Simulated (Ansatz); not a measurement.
CH$_{5}$NOSi

Input

```
crystal:
  periodic: [false, false, false]
  atoms:
    - {symbol: N, position_ang: [-0.969231, 0.915643, 0.994741]}
    - {symbol: Si, position_ang: [-0.432925, -0.597463, 1.603964]}
    - {symbol: C, position_ang: [0.770244, -0.613983, -0.898204]}
    - {symbol: O, position_ang: [0.480177, -1.178671, 0.355742]}
    - {symbol: H, position_ang: [-1.559704, 1.506502, 1.559083]}
    - {symbol: H, position_ang: [-0.770037, 1.333174, 0.097816]}
    - {symbol: H, position_ang: [1.299055, 0.340276, -0.795367]}
    - {symbol: H, position_ang: [1.411983, -1.302518, -1.451007]}
    - {symbol: H, position_ang: [-0.141163, -0.449260, -1.483867]}
basis:
  gaussian: {orbitals: def2-TZVPP}
hamiltonian: {xc: pbe0, dispersion: d4}
output: {orbitals: {seedname: orbitals}}
```

Launched as:

```sh
ansatz run in.yaml --threads 2 --pin off --events-out ev --progress --plain --max-ram 4352MiB
```

Geometry: PBE0-D4/def2-TZVP.

Level of theory: Ansatz, RKS PBE0-D4/def2-TZVPP.

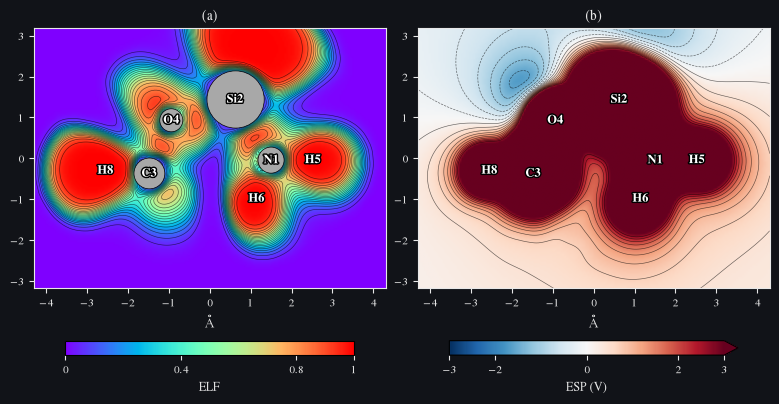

Figure 1. (a) electron localisation function; (b) electrostatic potential on the plane of atoms Si2, N1 and H6. Grey discs cover the atomic cores in the ELF map.

> What does the map show?

The section cuts through N, Si, C, O and H sites.
C–O (1.41 Å): the ELF peaks at about 0.90 between the atoms: a shared but strongly polarised pair.
Si–O (1.65 Å): the ELF peaks at about 0.85 between the atoms: a shared but strongly polarised pair.
Si–N (1.72 Å): the ELF peaks at about 0.90 between the atoms (a shared but strongly polarised pair).
N–H (1.01 Å): the ELF climbs to about 1 towards the hydrogen, as it does in any bond to H; an ordinary covalent bond to hydrogen.
C–H (1.09 Å): the ELF climbs to about 1 towards the hydrogen; an ordinary covalent bond to hydrogen.
The ELF also peaks beside O4 and Si2, away from the bonds: lone-pair regions.
Outside the dense part of the molecule the potential is most negative (−1.7 V) near O4.

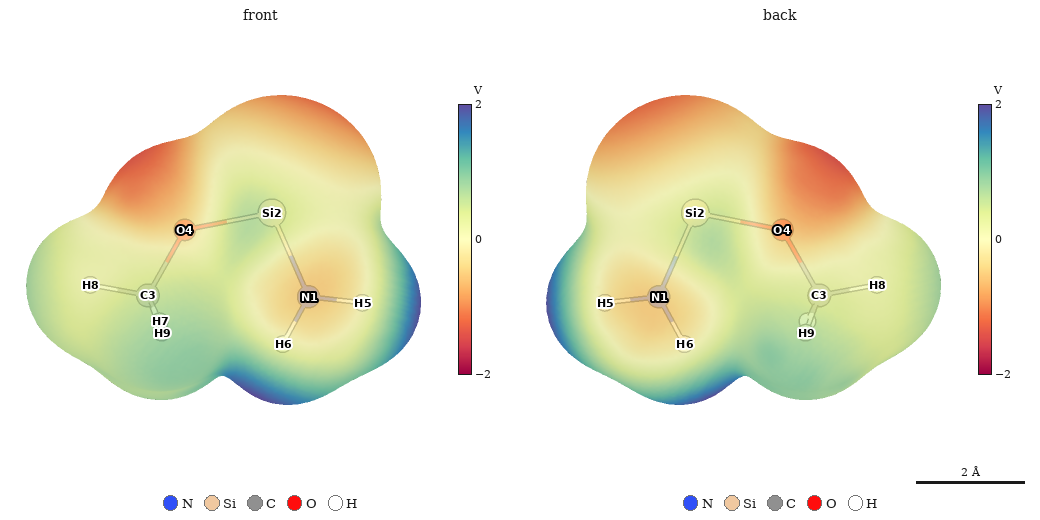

Figure 2. The electrostatic potential painted on the density surface at 0.002 e/bohr³, seen from the front and from behind; red is negative and blue positive.

> Describe the electrostatic potential map.

The most negative region (about −1.3 V) lies over O4, the most positive (about +2.0 V) over H5 and H6. O4 is the likeliest acceptor of a hydrogen bond.

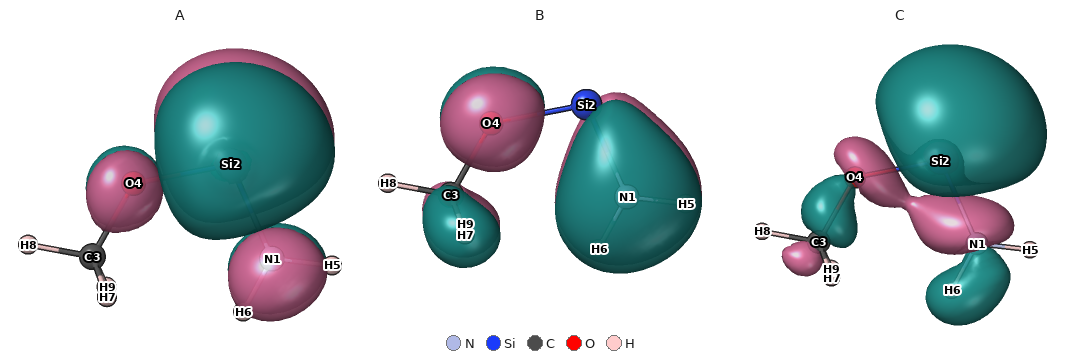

Figure 3. Three frontier orbitals at ±0.08 Å⁻³ᐟ² (teal and pink are the two phases), in no order.

> Which picture is the HOMO−1, the HOMO and the LUMO?

B is the HOMO−1 (−8.01 eV). Its weight (Hirshfeld) is mainly on N1 (about 55 %) and O4 (about 20 %); largely a combination of lone pairs on N1 and O4. C is the HOMO (−6.68 eV). It lies mainly on Si2 (about 80 %) and N1 (about 10 %). A is the LUMO (−0.62 eV). It lies mainly on Si2 (about 75 %), N1 (about 10 %) and O4 (about 10 %).

> What is the HOMO–LUMO gap?

6.06 eV between the orbital energies.
